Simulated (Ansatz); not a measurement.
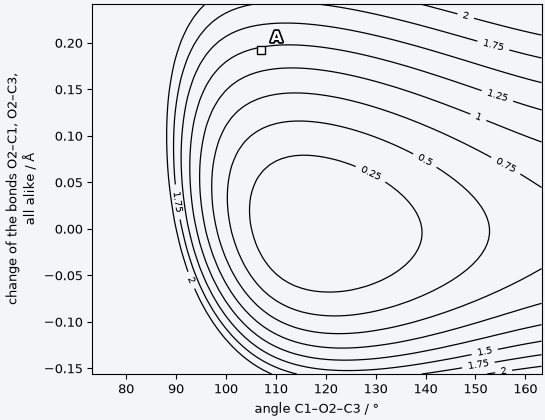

C₂H₃O₂, SMILES [CH2+]OC=O, charge +1. 
- First axis: angle C1–O2–C3. Second axis: change of the bonds O2–C1, O2–C3, all alike.
- Nothing is relaxed (all other coordinates rigid).
- The scan uses a 9 × 9 grid.
- Points are written as (first, second).
- Energies are in eV, from the relaxed molecule at the same level.
- All numbers below come from RKS wB97X-V/def2-SVP in Ansatz.

The picture shows contour lines labelled in eV (none above 2), the point A. Between grid points the surface is interpolated.

**Is A at rest? If not, where is it pushed?**

A, at (107.0°, 0.192 Å), is not a stationary point. The computed force is 0.011 eV for each degree towards larger values of angle C1–O2–C3 and 9.9 eV for each Å towards smaller values of the second coordinate.
